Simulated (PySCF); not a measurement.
```xyz
2

Sn    0.0000    0.0000   -0.4810
P     0.0000    0.0000    1.8620
```

The calculation used PySCF 2.14.0, PBE0/x2c-TZVPPall, spin-free X2C-1e, Gaussian nucleus, at a bond length of 2.343 Å.

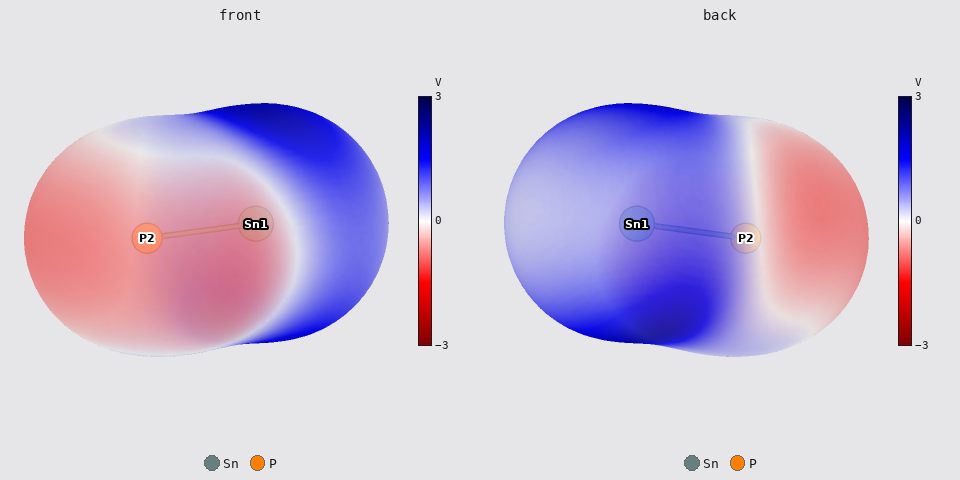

SnP (doublet). The molecular electrostatic potential painted on the density surface at 0.002 e/bohr³, seen from the front and from behind; the colour scale runs from red (negative) to blue (positive).

Which sites attract a positive test charge, and which a negative one?

Answer. A positive charge is drawn to the negative regions and a negative charge to the positive ones. The most negative region (about −0.8 V, or −18 kcal/mol for a unit charge) lies over P2, the most positive (about +2.2 V, or +51 kcal/mol for a unit charge) over Sn1.
